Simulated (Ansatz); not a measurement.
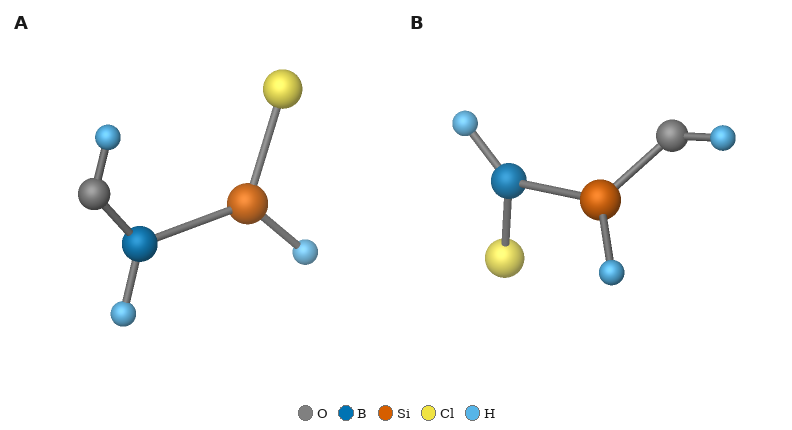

2 stationary structures of one formula. The species has charge +1 and is a spin singlet. Geometries: PBE0-D4/def2-TZVP. Electronic energies: PBE-D4/def2-TZVPP (Ansatz 0.2.0), without zero-point energy. No frequency run is at hand to confirm each as a minimum. Each is one conformer, not always the lowest.

Which is lowest in energy, and by how much?

Answer. A is lowest (Cs); B lies 4.8 kcal/mol above it (C1).

Give E(B) − E(A) in kcal/mol at these levels too: PBE-D4/def2-TZVPP; r2SCAN-D4/def2-TZVPP; RHF-CCSD(T) (frozen core)/def2-TZVPP; PBE0-D4/def2-TZVP; B3LYP-D4/def2-TZVPP; ωB97M-V/def2-TZVPP; PBE0-D4/def2-TZVPP.

```json
{"level": "PBE-D4/def2-TZVPP", "E(B) − E(A) (kcal/mol)": "+4.8"}
{"level": "r2SCAN-D4/def2-TZVPP", "E(B) − E(A) (kcal/mol)": "+3.7"}
{"level": "RHF-CCSD(T) (frozen core)/def2-TZVPP", "E(B) − E(A) (kcal/mol)": "+2.9"}
{"level": "PBE0-D4/def2-TZVP", "E(B) − E(A) (kcal/mol)": "+4.2"}
{"level": "B3LYP-D4/def2-TZVPP", "E(B) − E(A) (kcal/mol)": "+4.0"}
{"level": "ωB97M-V/def2-TZVPP", "E(B) − E(A) (kcal/mol)": "+3.9"}
{"level": "PBE0-D4/def2-TZVPP", "E(B) − E(A) (kcal/mol)": "+4.2"}
```
